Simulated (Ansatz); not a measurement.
**UHF/STO-3G run of CH5GeS (SMILES [CH3][GeH][SH])**

Aim: the electronic atomisation energy of CH5GeS at UHF/STO-3G, from 5 runs. 

The results are computed with Ansatz 0.2.0.

30 further runs of the same task are left out: 1 that didn't finish, 29 set aside as unsound or not needed. Runs told in other sessions of the task aren't counted.

**1. The structure to begin with**

CH5GeS has 8 atoms, charge 0, and is taken as a doublet. As SMILES, `[CH3][GeH][SH]`. Geometry: relaxed at PBE0-D4/def2-TZVP. This is one conformer, not always the lowest.

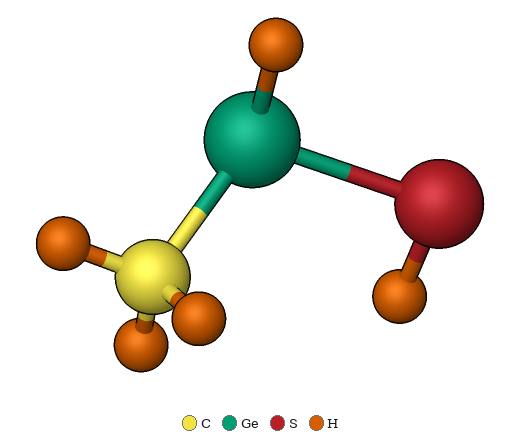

Viewed from a chosen angle; carbon yellow, germanium teal, sulfur red, hydrogen orange.

**2. The energy at UHF/STO-3G**

job.yaml

```yaml
crystal:
  periodic: [false, false, false]
  atoms:
    - {symbol: C, position_ang: [-0.733300, 0.635200, -0.565800]}
    - {symbol: Ge, position_ang: [0.934600, -0.393300, -0.399900]}
    - {symbol: S, position_ang: [1.033800, -1.391600, 1.591200]}
    - {symbol: H, position_ang: [-0.786300, 1.357800, 0.251000]}
    - {symbol: H, position_ang: [-1.594800, -0.030400, -0.515000]}
    - {symbol: H, position_ang: [-0.745800, 1.162700, -1.520400]}
    - {symbol: H, position_ang: [2.173100, 0.541200, -0.392200]}
    - {symbol: H, position_ang: [-0.189100, -1.938700, 1.495000]}
basis:
  gaussian: {orbitals: STO-3G}
magnetization: {spin_polarized: true, initial_magnetization: 1}
hamiltonian: {xc: hf}
accuracy: high
output: {orbitals: {seedname: orbitals}}
```

Command:

```sh
$ ansatz run job.yaml --threads 1 --pin off --max-ram 2610MiB --events-out events.jsonl --progress --plain --runs-dir runs
```

Log:

```text
Warning: RAYON_NUM_THREADS=1 ignored (pool sized by the plan → 1); use --threads N
Functional definition: HF
  name "HF"
  exchange = exact_x
  correlation = 0
623 factors; integrals over basis functions are off by at most 2.8e-8 eV
mean field evaluation 1: about -67625.6636 eV, gradient 9.3e0 eV
mean field evaluation 2: about -67625.7446 eV, gradient 9.3e0 eV
mean field evaluation 4: about -67626.7765 eV, gradient 1.1e0 eV
mean field evaluation 8: about -67626.8141 eV, gradient 6.1e-4 eV
mean field -67626.81330085 eV, -2485.2395497058 hartree, gradient 9.4e-8 eV, S^2 0.753087; 0 other end points of the search recorded, 0 dependent functions left out
reference -67626.81330085 eV, -2485.2395497058 hartree; 30, 29 occupied and 7, 8 virtual orbitals, 623 factors
Total energy: -67626.81330085 eV, -2485.2395497058 hartree
```

Wall time 0.58 s (1 thread of Arm Neoverse V1, shared host); peak memory 0.1 GiB.

**3. The C atom**

job.yaml

```yaml
basis:
  gaussian: {orbitals: STO-3G}
crystal:
  periodic: [false, false, false]
  atoms:
    - {symbol: C, position_ang: [0.000000, 0.000000, 0.000000]}
magnetization: {spin_polarized: true, initial_magnetization: 2}
hamiltonian: {xc: hf}
accuracy: high
```

Run the same way, it converges to -37.19839 Eh (log not shown).

**4. The Ge atom, same level**

run.yaml

```yaml
crystal:
  periodic: [false, false, false]
  atoms:
    - symbol: Ge
      position_ang: [0.000000, 0.000000, 0.000000]
basis:
  gaussian: {orbitals: STO-3G}
magnetization: {spin_polarized: true, initial_magnetization: 2}
hamiltonian: {xc: hf}
accuracy: high
```

Run the same way, it converges to -2051.63626 Eh (log not shown).

**5. The H atom, same level**

in.yaml

```yaml
crystal:
  periodic: [false, false, false]
  atoms:
    - {symbol: H, position_ang: [0.000000, 0.000000, 0.000000]}
basis:
  gaussian:
    orbitals: STO-3G
magnetization:
  spin_polarized: true
  initial_magnetization: 1
hamiltonian:
  xc: hf
accuracy: high
```

Run the same way, it converges to -0.46658 Eh (log not shown).

**6. The S atom**

job.yaml

```yaml
crystal:
  periodic: [false, false, false]
  atoms:
    - symbol: S
      position_ang: [0.000000, 0.000000, 0.000000]
basis:
  gaussian: {orbitals: STO-3G}
magnetization: {spin_polarized: true, initial_magnetization: 2}
hamiltonian: {xc: hf}
accuracy: high
```

Run the same way, it converges to -393.13022 Eh (log not shown).

**7. Summary of results**

At UHF/STO-3G:

```
                                    quantity           value
                      molecule: total energy  -2485.23955 Eh
molecule: HOMO energy (highest over α and β)        -5.69 eV
 molecule: LUMO energy (lowest over α and β)         4.96 eV
                              molecule: ⟨S²⟩           0.753
                        C atom: total energy    -37.19839 Eh
                                C atom: ⟨S²⟩           2.000
                       Ge atom: total energy  -2051.63626 Eh
                               Ge atom: ⟨S²⟩           2.000
                        H atom: total energy     -0.46658 Eh
                                H atom: ⟨S²⟩           0.750
                        S atom: total energy   -393.13022 Eh
                                S atom: ⟨S²⟩           2.000
               electronic atomisation energy       25.627 eV
```

In words: Taking the molecule apart into free atoms costs 25.63 eV (2473 kJ/mol), before zero-point energy and without spin-orbit coupling. Hartree–Fock lacks the correlation of the bonding pairs, which as a rule makes this value much too low; in minimal bases other errors can mask that. In a minimal basis such a difference can be off by several eV, whatever the method.
